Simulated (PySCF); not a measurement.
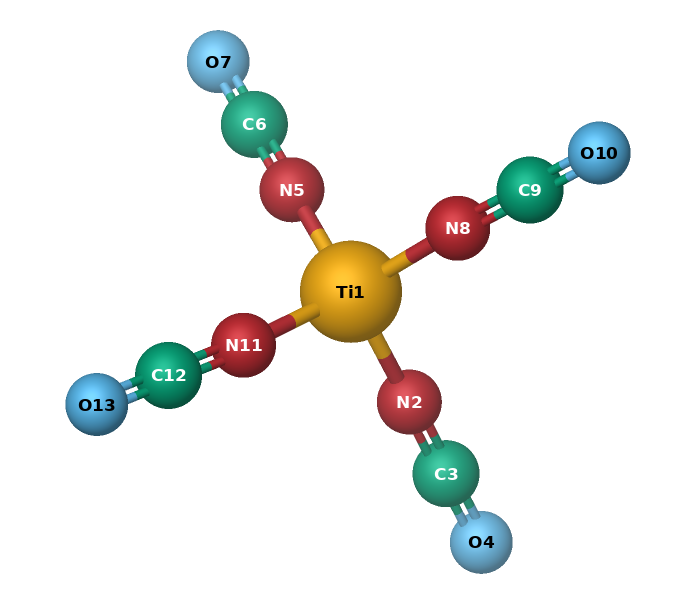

The species is neutral and a spin singlet. The computed structure is the end point of a PBE0-D3(BJ)/def2-SVP optimisation. No frequency run is at hand to confirm it as a minimum. Method: delta-SCF UKS SCAN, pcX-2 on the ionised atom (unc-x2c-TZVPall on a metal), pcseg-1 elsewhere, spin-free X2C (PySCF 2.14.0).

Give the core-electron binding energies (to vacuum; p and d levels without spin–orbit splitting) of Ti1 2p, N2 1s, C3 1s, O4 1s.

| atom | level | binding energy (eV) |
| --- | --- | --- |
| Ti1 | 2p | 465.9 |
| N2 | 1s | 405.2 |
| C3 | 1s | 294.9 |
| O4 | 1s | 539.6 |
